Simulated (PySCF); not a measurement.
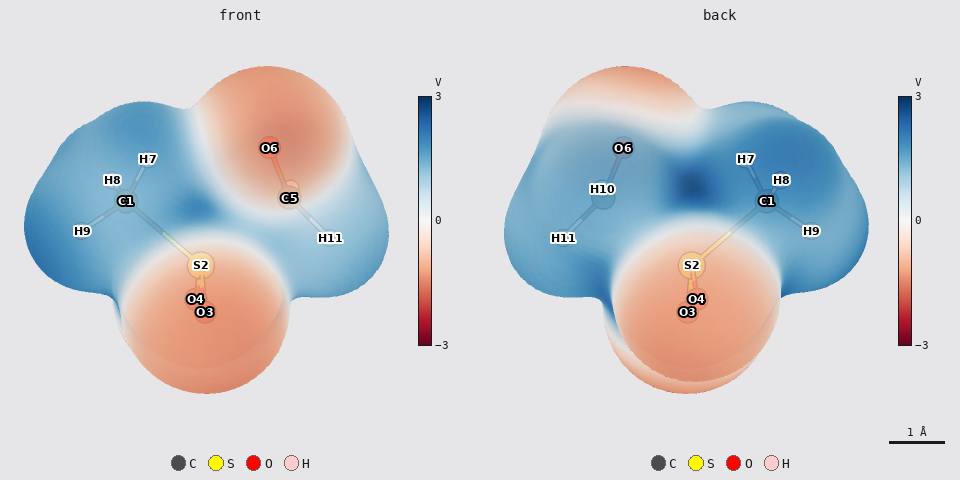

Figure 1: C$_{2}$H$_{5}$O$_{3}$S (doublet). The electrostatic potential painted on the density surface at 0.004 e/bohr³, seen from the front and from behind; the colour scale runs from red (negative) to blue (positive).

Geometry: GFN2-xTB.

All numbers below come from UKS B3LYP, pcH-1 on C H O S, non-relativistic, mean-field spin-orbit, GIAO (PySCF).

```xyz
11

C     1.4522    0.3139    0.0052
S    -0.0392   -0.4575   -0.7060
O    -0.3322    0.1527   -1.9691
O     0.0908   -1.8899   -0.6687
C    -1.4791    0.0899    0.6435
O    -1.0663    1.1978    1.0399
H     1.1079    1.2469    0.4364
H     1.8424   -0.3641    0.7514
H     2.1477    0.4742   -0.8080
H    -1.3792   -0.7968    1.2940
H    -2.3394    0.0355   -0.0446
```

### Where is the surface potential most negative and most positive?

The most negative region (about −1.4 V, or −32 kcal/mol for a unit charge) lies over O3 and O6, the most positive (about +2.5 V, or +58 kcal/mol for a unit charge) over C1, S2 and C5.
